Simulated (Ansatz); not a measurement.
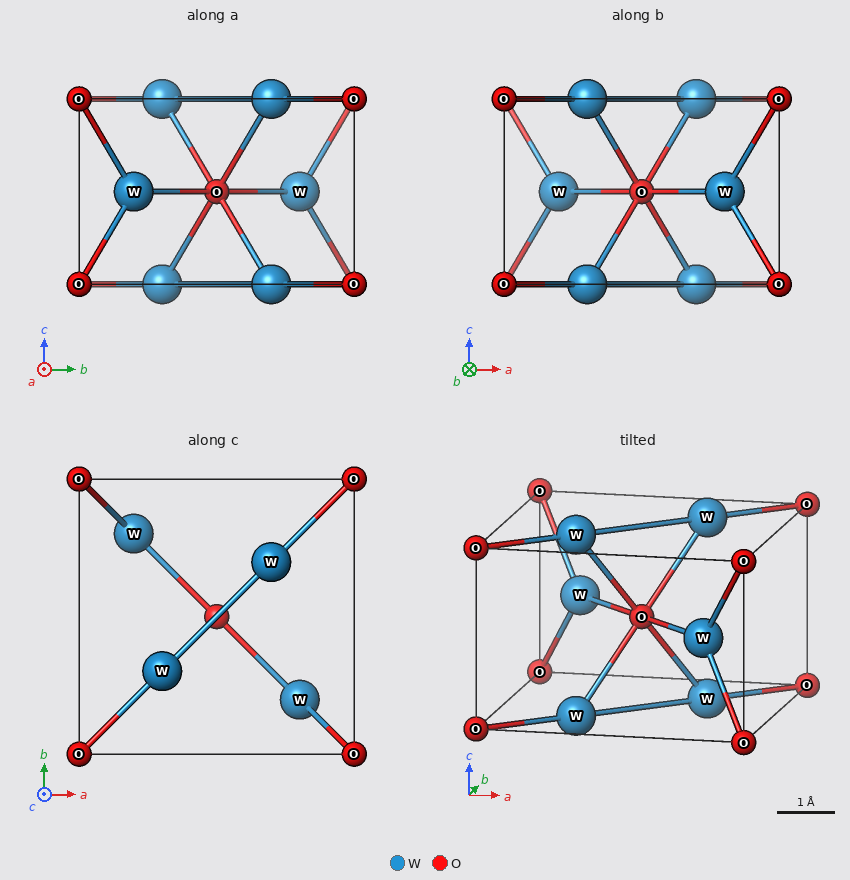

A ball-and-stick rendering, viewed along the a axis, along the b axis, along the c axis and slightly off an axis. Thin lines show the conventional unit cell, with boundary atoms drawn in all their periodic places.

Lattice parameters: a = 4.890 Å, b = 4.890 Å, c = 3.295 Å, α = 90.00°, β = 90.00°, γ = 90.00°. Put a along x and b in the xy plane.

**Put the structure into a POSCAR file, with free fractional coordinates to two decimals.**

```
W O
1.0
     4.890    0.000    0.000
     0.000    4.890    0.000
     0.000    0.000    3.295
W O
4 2
Direct
  0.30 0.30 0.00
  0.20 0.80 0.50
  0.70 0.70 0.00
  0.80 0.20 0.50
  0.00 0.00 0.00
  0.50 0.50 0.50
```

Its origin is a structure type filled with these elements by a generator (whether the compound takes this form wasn't checked). Earlier steps of the study may have refined or changed the cell and positions. It was the input of a calculation with Ansatz.
